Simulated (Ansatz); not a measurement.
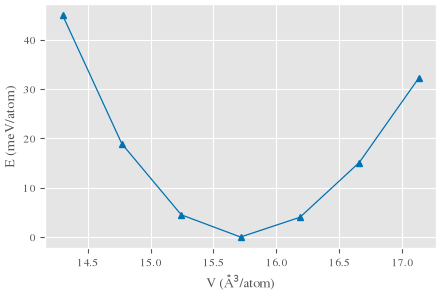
Figure. Al (fcc (Cu type), Fm-3m) under volume change, r²SCAN+D4 in the plane-wave PAW code Ansatz, scaled uniformly.

Q: What does a third-order Birch–Murnaghan fit give for V₀, B₀ and B′?

A: V₀ = 15.72 Å³/atom, B₀ = 94.9 GPa, B′ = 4.6.

Symmetry was held in the r²SCAN+D4 relaxation. The pairwise dispersion correction was not fitted to metals.

Potentials: the later of the program's two PAW sets.
